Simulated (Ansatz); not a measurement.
## Redistribution: Si(CH3)2(OH)(SiH3) + CH8O2Si2 → Si(CH3)(OH)2(SiH3) + C2H10OSi2

Species: Si(CH3)2(OH)(SiH3), singlet; CH8O2Si2 `CO[SiH](O)[SiH3]`, singlet; Si(CH3)(OH)2(SiH3), singlet; C2H10OSi2 `CO[SiH](C)[SiH3]`, singlet. The partners trade CH3 for OH; both sit on Si, so the bond types are kept.

Shapes, held fixed at every level: PBE0-D4/def2-TZVP. Flexible molecules stand in one conformer, not always the lowest. Programs: Ansatz 0.2.0. Electronic energies: no zero-point or thermal term.

| level | kind | ΔE (kJ/mol) | less CCSD(T)/CBS estimate |
| --- | --- | --- | --- |
| r2SCAN-D4/def2-TZVPP | meta-GGA | +3.5 | +1.1 |
| B3LYP-D4/def2-TZVPP | global hybrid | +2.8 | +0.4 |
| PBE0-D4/def2-TZVPP | global hybrid | +2.9 | +0.5 |
| wB97M-V/def2-TZVPP | range-separated hybrid | +3.0 | +0.6 |
| B2PLYP/def2-TZVPP | double hybrid | +3.1 | +0.7 |
| MP2/def2-TZVPP | perturbation theory | +3.4 | +1.0 |
| CCSD(T)/CBS estimate | coupled cluster or CI | +2.4 | 0.0 |

The highest level, CCSD(T)/CBS estimate, gives ΔE = +2.4 kJ/mol; the levels span +2.4 to +3.5. That is about zero within the method's error. The column of differences is taken from that level and isn't an error. No measured value is set beside it here. The CBS estimate extrapolates MP2 from def2-TZVPP and def2-QZVPP and adds CCSD(T) − MP2 in the triple-zeta set, cores frozen.

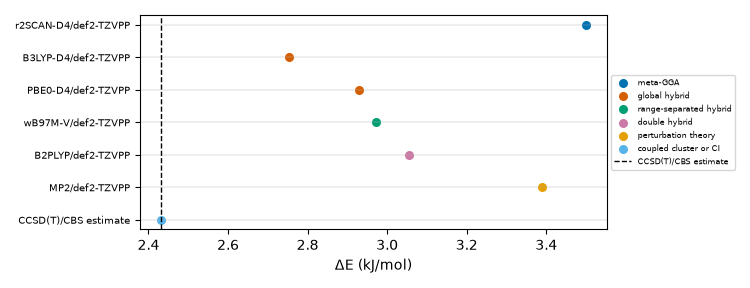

The values of the table, level by level.
